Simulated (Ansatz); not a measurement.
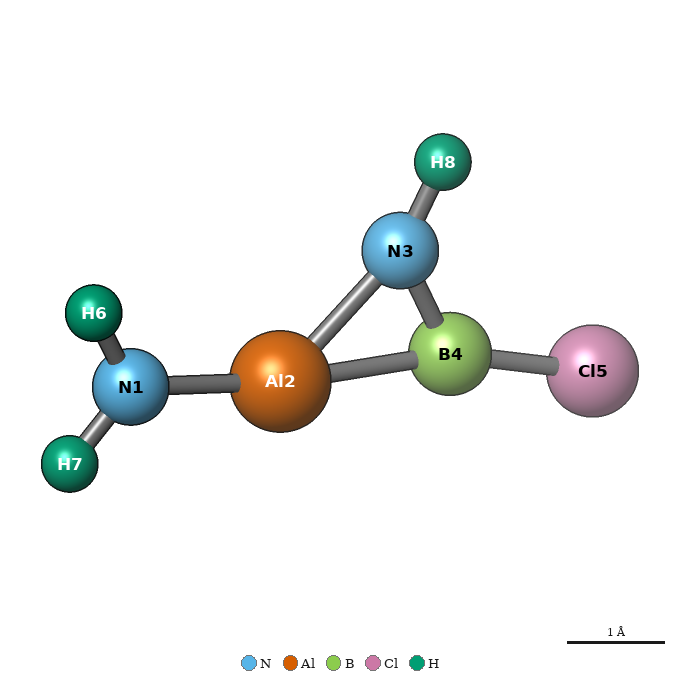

Orthographic view. Atoms fade into the background with distance from the viewer. Computed geometry: PBE-D4/def2-SVP optimisation. No frequency run is at hand to confirm it as a minimum.

Write a Z-matrix (Å, degrees) in the order of the atom numbers, with these reference atoms: 2 to 1; 3 to 2, 1; 4 to 3, 2, 1; 5 to 4, 3, 2; 6 to 1, 2, 3; 7 to 1, 6, 2; 8 to 3, 4, 5.

```
N  
Al   1   1.778
N    2   1.853   1   130.8
B    3   1.409   2    74.5   1  -179.2
Cl   4   1.760   3   132.0   2  -179.8
H    1   1.023   2   124.6   3    -1.6
H    1   1.022   6   110.2   2   179.6
H    3   1.029   4   126.3   5    -0.2
```
